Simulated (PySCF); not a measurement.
```xyz
3

Se   -0.0385    0.5824    0.8181
F     1.2808   -0.0917   -0.4498
F    -1.2176   -0.4950   -0.3928
```

Geometry: BP86-D3(BJ)/ma-def2-SVP.

Level of theory: PySCF 2.14.0, density-fitted response routines, DFT single point, gas phase, functional BP86.

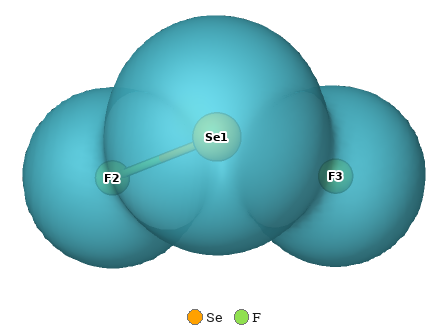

FSe···F (charge −1, doublet). Isosurface of the total electron density at 0.2 e/Å³ (cyan), seen from one side.

How is the density connected at this value?

At this value the surface is in one piece. It bridges the sampled Se···F (2.00 Å) and Se–F (1.95 Å) contacts, where the density stays above the isovalue. On the grid the lowest density along these lines, outside the cores, is 0.62 e/Å³ (Se···F, 2.00 Å) and 0.68 e/Å³ (Se–F, 1.95 Å).
